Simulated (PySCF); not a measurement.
Potential energy curve for K₂, singlet.

Computed with: RCCSD(T) = CCSD(T) on RHF/def2-TZVP, 10 core orbitals frozen in PySCF; UKS-PBE = unrestricted PBE/def2-TZVP (PySCF 2.14.0); UKS-wB97X-V = unrestricted wB97X-V/def2-TZVP run with PySCF.

Energies are in kJ/mol, each relative to the lowest point of its own curve near equilibrium.

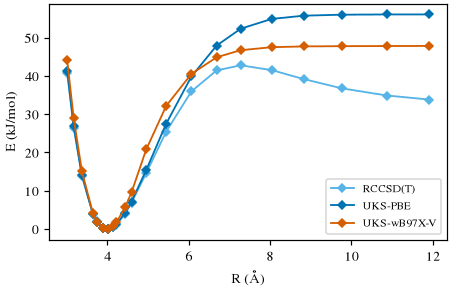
Figure. Energy against bond length for each method.

```json
[
 {"R / Å": "3.02", "RCCSD(T)": "40.6", "UKS-PBE": "41.3", "UKS-wB97X-V": "44.0"},
 {"R / Å": "3.18", "RCCSD(T)": "26.5", "UKS-PBE": "26.9", "UKS-wB97X-V": "28.9"},
 {"R / Å": "3.38", "RCCSD(T)": "14.0", "UKS-PBE": "14.0", "UKS-wB97X-V": "15.1"},
 {"R / Å": "3.65", "RCCSD(T)": "4.0", "UKS-PBE": "3.9", "UKS-wB97X-V": "4.1"},
 {"R / Å": "3.75", "RCCSD(T)": "2.0", "UKS-PBE": "1.9", "UKS-wB97X-V": "1.9"},
 {"R / Å": "3.91", "RCCSD(T)": "0.3", "UKS-PBE": "0.2", "UKS-wB97X-V": "0.2"},
 {"R / Å": "4.01", "RCCSD(T)": "0.0", "UKS-PBE": "0.0", "UKS-wB97X-V": "0.0"},
 {"R / Å": "4.14", "RCCSD(T)": "0.4", "UKS-PBE": "0.5", "UKS-wB97X-V": "0.7"},
 {"R / Å": "4.23", "RCCSD(T)": "1.2", "UKS-PBE": "1.3", "UKS-wB97X-V": "1.8"},
 {"R / Å": "4.44", "RCCSD(T)": "4.0", "UKS-PBE": "4.2", "UKS-wB97X-V": "5.6"},
 {"R / Å": "4.60", "RCCSD(T)": "6.9", "UKS-PBE": "7.2", "UKS-wB97X-V": "9.6"},
 {"R / Å": "4.96", "RCCSD(T)": "14.6", "UKS-PBE": "15.4", "UKS-wB97X-V": "20.8"},
 {"R / Å": "5.45", "RCCSD(T)": "25.4", "UKS-PBE": "27.5", "UKS-wB97X-V": "32.2"},
 {"R / Å": "6.07", "RCCSD(T)": "36.0", "UKS-PBE": "39.9", "UKS-wB97X-V": "40.5"},
 {"R / Å": "6.69", "RCCSD(T)": "41.4", "UKS-PBE": "47.9", "UKS-wB97X-V": "44.9"},
 {"R / Å": "7.28", "RCCSD(T)": "42.8", "UKS-PBE": "52.3", "UKS-wB97X-V": "46.7"},
 {"R / Å": "8.04", "RCCSD(T)": "41.5", "UKS-PBE": "54.9", "UKS-wB97X-V": "47.5"},
 {"R / Å": "8.83", "RCCSD(T)": "39.2", "UKS-PBE": "55.7", "UKS-wB97X-V": "47.7"},
 {"R / Å": "9.76", "RCCSD(T)": "36.8", "UKS-PBE": "56.0", "UKS-wB97X-V": "47.8"},
 {"R / Å": "10.87", "RCCSD(T)": "34.9", "UKS-PBE": "56.1", "UKS-wB97X-V": "47.8"},
 {"R / Å": "11.90", "RCCSD(T)": "33.8", "UKS-PBE": "56.1", "UKS-wB97X-V": "47.8"}
]
```

At the longest distance, 11.90 Å, UKS-PBE lies highest above its minimum (56.1 kJ/mol) and RCCSD(T) lowest (33.8 kJ/mol).

The T1 diagnostic of CCSD on the restricted reference of RCCSD(T) exceeds 0.045 at 8.83 to 11.90 Å. The unrestricted determinant behind UKS-PBE, UKS-wB97X-V is spin-contaminated at 5.45 to 11.90 Å (<S²> up to 1.0, against 0.00 for a pure singlet).
